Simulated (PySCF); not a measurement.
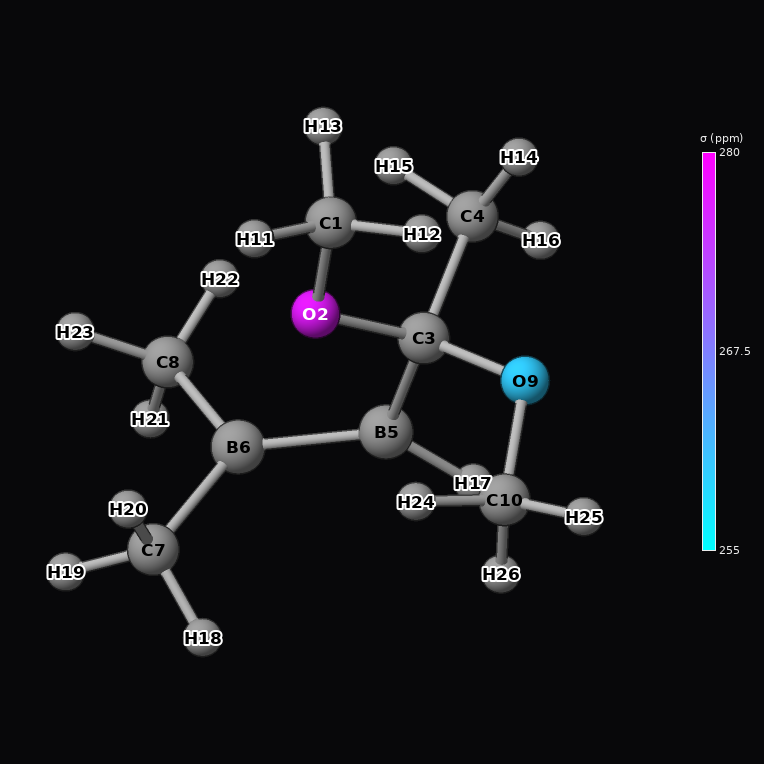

Atoms are coloured by their isotropic NMR shieldings (O only, the others grey). The computed structure is the end point of a GFN2-xTB optimisation. No frequency run is at hand to confirm it as a minimum. Properties computed with GIAO PBE0/pcSseg-1 NMR shielding, non-relativistic, gas phase (PySCF 2.14.0).

List the isotropic NMR shieldings of the O atoms.

| atom | σ (ppm) |
| --- | --- |
| O2 | 277.4 |
| O9 | 259.9 |

The geometry is semi-empirical. Around B such bond lengths and angles can be off by a tenth of an ångström or more and by several degrees, and values that hang on the shape move with them.
